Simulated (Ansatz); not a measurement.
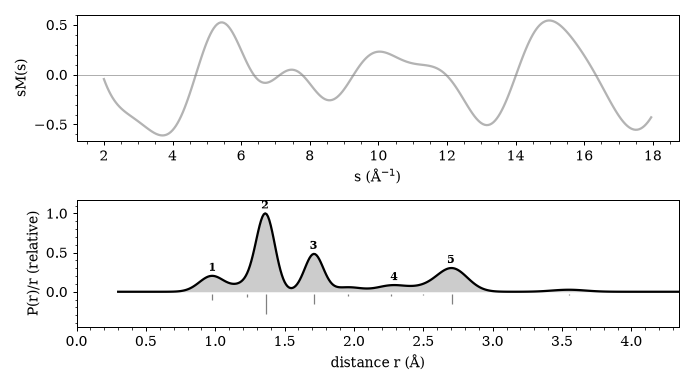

Simulated gas electron diffraction: reduced molecular intensity sM(s) from the Debye equation in the first Born approximation (top) and the radial distribution curve (bottom) of B2H2O. Each pair of atoms contributes with weight ZᵢZⱼ/r (bars below the curve); damping constant 0.001 Å²; vibrational amplitudes assumed, not computed: 0.05 Å for bonds, 0.078 Å for bonds to H, 0.06 + 0.015 r up to 0.15 Å for other pairs. The geometry is the end point of an optimisation (Ansatz, UKS PBE-D4/def2-SVP); it may be a saddle point or a higher isomer.

Q: Which pairs of atoms lie under the numbered peaks? Mark bonded pairs by – and others by ···.

A: Peak 1, 0.98 Å: O–H 0.98 Å
Peak 2, 1.36 Å: B–H 1.23 Å, O–B 1.36 Å, not resolved
Peak 3, 1.71 Å: B–B 1.71 Å
Peak 4, 2.29 Å: O···H 2.27 Å, H···H 2.39 Å, not resolved
Peak 5, 2.70 Å: B···H 2.50 Å, O···B 2.71 Å, not resolved
